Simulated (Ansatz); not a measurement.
```json
{"atom": "N", "x (Å)": "-0.7658", "y (Å)": "1.1222", "z (Å)": "-0.4899"}
{"atom": "Ga", "x (Å)": "0.1487", "y (Å)": "-0.4012", "z (Å)": "-0.1931"}
{"atom": "O", "x (Å)": "1.7499", "y (Å)": "-0.4470", "z (Å)": "0.5834"}
{"atom": "F", "x (Å)": "-0.5928", "y (Å)": "-1.9432", "z (Å)": "-0.6095"}
{"atom": "H", "x (Å)": "-1.5936", "y (Å)": "1.1365", "z (Å)": "-1.0749"}
{"atom": "H", "x (Å)": "-0.3213", "y (Å)": "2.0309", "z (Å)": "-0.4233"}
{"atom": "H", "x (Å)": "2.0827", "y (Å)": "-1.3448", "z (Å)": "0.7133"}
```

Level of theory: RKS B3LYP/def2-SVP in Ansatz 0.2.0.

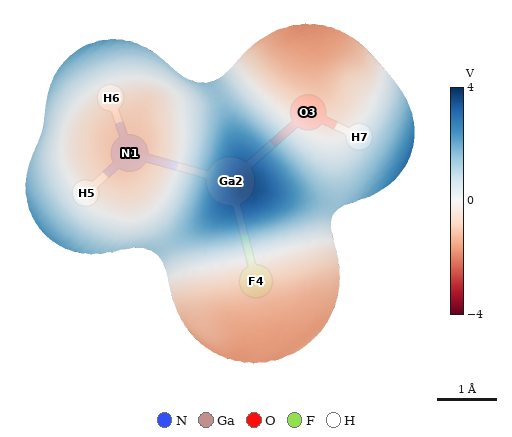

FGaH3NO (SMILES [NH2][Ga]([OH])[F]). The molecular electrostatic potential painted on the density surface at 0.004 e/bohr³, seen across its widest extent; red is negative and blue positive.

### Which sites attract a positive test charge, and which a negative one?

A positive charge is drawn to the negative regions and a negative charge to the positive ones. The most negative region (about −1.8 V) lies over O3, the most positive (about +3.4 V) over Ga2. O3 is the likeliest acceptor of a hydrogen bond.
